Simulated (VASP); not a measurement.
Data:

```
CELL_PARAMETERS angstrom
      0.00000     2.68976     2.68976
      2.68976     0.00000     2.68976
      2.68976     2.68976     0.00000
ATOMIC_POSITIONS crystal
  Zn 0.00000 0.00000 0.00000
  S  0.25000 0.25000 0.25000
```

Calculation: PBE GGA with D3 dispersion (Becke-Johnson damping), VASP's PBE PAW potentials (set 64) (plane waves; VASP). Run with 520 eV cut-off, 10×10×10 Γ-centred mesh, tetrahedra with Blöchl corrections, potentials Zn S.

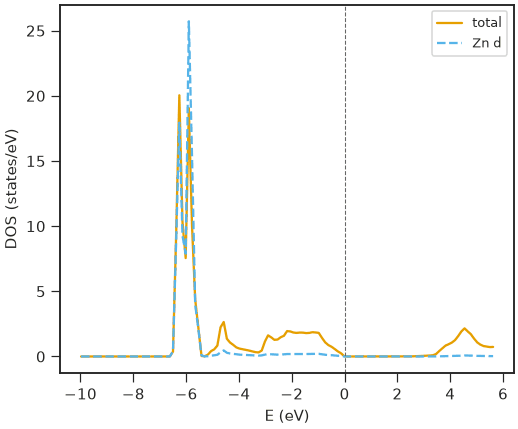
*Total and projected density of states, zero at the valence-band maximum*

Within 2 eV below the valence-band maximum the largest weight inside VASP's projection spheres is S p, then Zn d.

The gap is direct, 2.17 eV, from the valence maximum at Γ to the conduction minimum at Γ.

The compound is ZnS in the zinc blende structure. It was relaxed first.
